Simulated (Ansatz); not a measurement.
## Convergence study of shifted k-point meshes for CaHg (P4mm, 2 atoms in the cell)

```xyz
2
Lattice="3.7734 0.0000 0.0000 0.0000 3.7734 0.0000 0.0000 0.0000 3.7734" Properties=species:S:1:pos:R:3 pbc="T T T"
Ca     0.0000     0.0000     0.0500
Hg     1.8867     1.8867     1.8867
```

Computed with PBEsol, default PAW files made with PBE (plane waves; Ansatz, a first-principles code).

Base settings: basis.ecutwfc = 30.9 Ry; kpoints.mp_grid.grid = 9 9 9; hamiltonian.xc = pbesol; hamiltonian.pseudopotentials = {kind: paw} (the program's default PAW files); scf.occupations.method = gaussian; scf.occupations.width = 0.0073 Ry.

In this ladder: kpoints.mp_grid.shift = 0.5 0.5 0.5.

Only quantities that move along the ladder and can be compared are tabulated.

The count of work is k-points × plane waves × bands × iterations; it is no time. Core times come from one kind of shared machine, to one figure; runs under 30 s give none.

The starting cell comes from a database of computed structures (which also holds hypothetical and non-ambient phases and stackings), without a prior relaxation at this level. Its lattice was rescaled by up to half a per cent. One atom was moved a little off its site on purpose. Ansatz's pressure includes its estimate of the finite-basis (Pulay) stress.

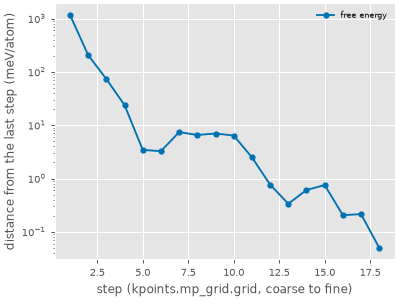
Figure. Distance from the last step along the ladder; very small values are drawn at a floor.

| kpoints.mp_grid.grid | free energy less the last step's (meV/atom) | pressure (GPa) | largest difference of a force vector from the last step's (eV/Å) | count of work / last | core time / last (rough) |
|---|---|---|---|---|---|
| 2 2 2 | 1175.43 | -0.14 | 0.096 | 0.00065 | – |
| 3 3 3 | -206.41 | -3.06 | 0.017 | 0.0033 | – |
| 4 4 4 | 73.48 | -0.86 | 0.003 | 0.0033 | – |
| 5 5 5 | 23.85 | -0.90 | 0.001 | 0.010 | – |
| 6 6 6 | -3.44 | -2.04 | 0.001 | 0.010 | – |
| 7 7 7 | 3.26 | -1.68 | 0.001 | 0.022 | – |
| 8 8 8 | -7.42 | -1.44 | 0.002 | 0.022 | – |
| 9 9 9 | 6.56 | -1.67 | 0.001 | 0.042 | – |
| 10 10 10 | 6.98 | -1.68 | 0.001 | 0.042 | – |
| 11 11 11 | -6.40 | -1.64 | 0.000 | 0.070 | – |
| 13 13 13 | 2.50 | -1.56 | 0.001 | 0.11 | – |
| 14 14 14 | -0.77 | -1.69 | 0.001 | 0.11 | – |
| 15 15 15 | -0.34 | -1.65 | 0.000 | 0.16 | – |
| 17 17 17 | 0.61 | -1.64 | 0.000 | 0.23 | 0.2 |
| 19 19 19 | -0.75 | -1.62 | 0.000 | 0.31 | 0.2 |
| 21 21 21 | 0.21 | -1.62 | 0.000 | 0.40 | 0.4 |
| 23 23 23 | -0.21 | -1.64 | 0.000 | 0.52 | 0.5 |
| 26 26 26 | 0.02 | -1.63 | 0.000 | 0.66 | 0.5 |
| 29 29 29 | 0.00 | -1.62 | 0.000 | 1.0 | 1 |

Coarsest kpoints.mp_grid.grid that holds the forces within 0.01 eV/Å of the last step, with all finer ones: 4 4 4, at 0.0033 of the last step's count of work; the step before is off by 0.017 eV/Å.

Coarsest kpoints.mp_grid.grid that holds the pressure within 0.1 GPa of the last step, with all finer ones: 9 9 9, at 0.042 of the last step's count of work; the step before is off by 0.18 GPa.

Coarsest kpoints.mp_grid.grid that holds the free energy within 2 meV/atom of the last step, with all finer ones: 14 14 14, at 0.11 of the last step's count of work; the step before is off by 2.5 meV/atom.

Two neighbours can agree and both be off: 9 9 9 and 10 10 10 differ by 0.42 meV/atom in the free energy, yet lie about 7.0 meV/atom from the last step.

Keys are those of Ansatz 0.2.
